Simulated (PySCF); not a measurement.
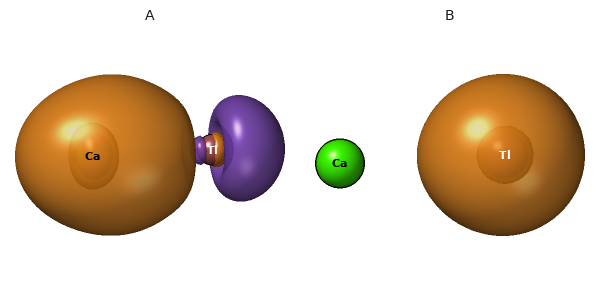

The picture shows: CaTl (charge +1). Two frontier orbitals, each drawn at the value that holds 80 % of its norm (orange and purple are the two phases), in no order; of a degenerate pair one member is drawn.

Core potentials replace the inner electrons of Tl.

Theory: PySCF 2.14.0, PBE0/def2-SVP, non-relativistic Hamiltonian with scalar-relativistic core potentials where named, at a bond length of 3.690 Å.

**Name the orbitals and rank them from lowest to highest energy.**

Orbital B: σ, occupied, −14.98 eV; almost wholly on Tl.
Orbital A: σ, occupied, −8.65 eV; shared between the atoms (Ca 70 %, Tl 30 %).
